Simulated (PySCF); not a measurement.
C6H13NSSi (SMILES C=N[SiH2][C@H](C)CC(C)=S)

```yaml
atoms:
  - { symbol: C, position_ang: [-2.1389, 2.0292, 0.3391] }
  - { symbol: N, position_ang: [-1.7420, 1.0770, -0.3643] }
  - { symbol: Si, position_ang: [-1.6096, -0.6203, -0.0973] }
  - { symbol: C, position_ang: [0.2274, -1.0380, -0.4297] }
  - { symbol: C, position_ang: [0.3999, -2.5411, -0.6143] }
  - { symbol: C, position_ang: [1.1528, -0.5597, 0.7017] }
  - { symbol: C, position_ang: [1.1046, 0.9150, 0.9060] }
  - { symbol: C, position_ang: [1.4664, 1.7821, -0.2464] }
  - { symbol: S, position_ang: [0.6392, 1.5544, 2.3277] }
  - { symbol: H, position_ang: [-2.5019, 1.9377, 1.3645] }
  - { symbol: H, position_ang: [-2.1233, 3.0364, -0.0705] }
  - { symbol: H, position_ang: [-2.4433, -1.1625, -1.1687] }
  - { symbol: H, position_ang: [-1.9892, -1.1681, 1.2097] }
  - { symbol: H, position_ang: [0.5411, -0.5505, -1.3566] }
  - { symbol: H, position_ang: [1.4380, -2.7918, -0.8324] }
  - { symbol: H, position_ang: [0.1045, -3.0783, 0.2842] }
  - { symbol: H, position_ang: [-0.2165, -2.8940, -1.4373] }
  - { symbol: H, position_ang: [0.8822, -1.0646, 1.6317] }
  - { symbol: H, position_ang: [2.1840, -0.8409, 0.4538] }
  - { symbol: H, position_ang: [0.6074, 1.8378, -0.9191] }
  - { symbol: H, position_ang: [2.3055, 1.3699, -0.8050] }
  - { symbol: H, position_ang: [1.7013, 2.7898, 0.0876] }
```

Geometry: GFN2-xTB.

These are results of PBE0/pcSseg-1, SCF density, gas phase, non-relativistic (PySCF), not measurements.

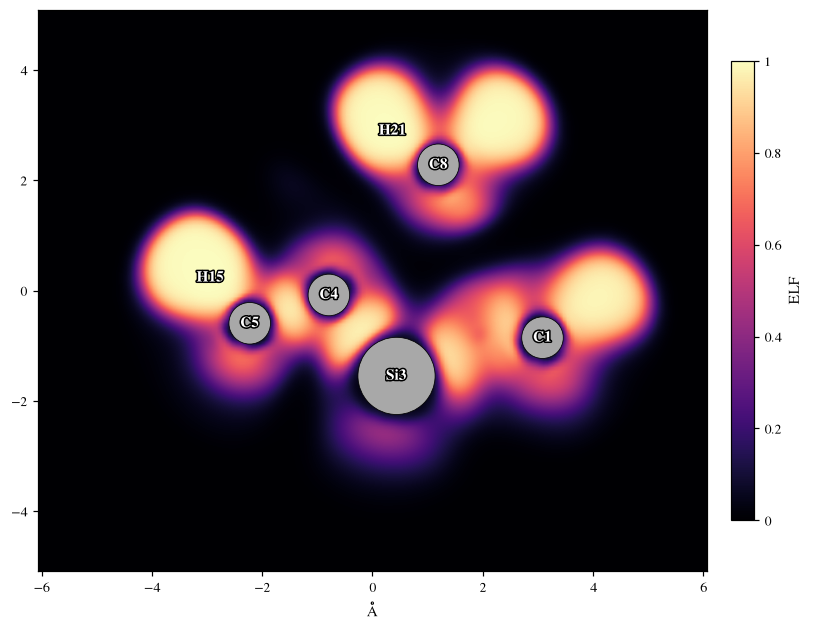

Figure 1. ELF on the plane of atoms C4, C5 and H15. Grey discs cover the atomic cores.

Read the bonding off the picture.

Answer. The plane passes through C, Si and H nuclei.
C–Si (1.91 Å): the ELF peaks at about 0.95 between the atoms (localised, covalent bonding).
C–H (1.09 Å): the ELF climbs to about 1 towards the hydrogen, as it does in any bond to H; a covalent bond by its length.
C–C (1.52 Å): the ELF peaks at about 0.95 between the atoms: a shared electron pair.

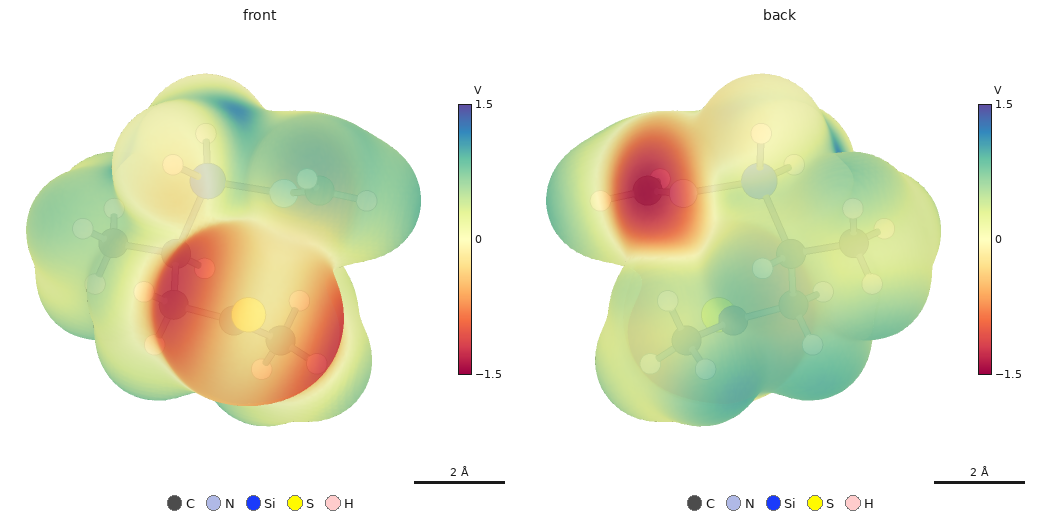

Figure 2. The electrostatic potential painted on the density surface at 0.002 e/bohr³, seen from the front and from behind; the colour scale runs from red (negative) to blue (positive).

Describe the electrostatic potential map.

Answer. The most negative region (about −1.3 V, or −30 kcal/mol for a unit charge) lies over N2, the most positive (about +1.1 V, or +25 kcal/mol for a unit charge) over Si3. N2 is the likeliest acceptor of a hydrogen bond.
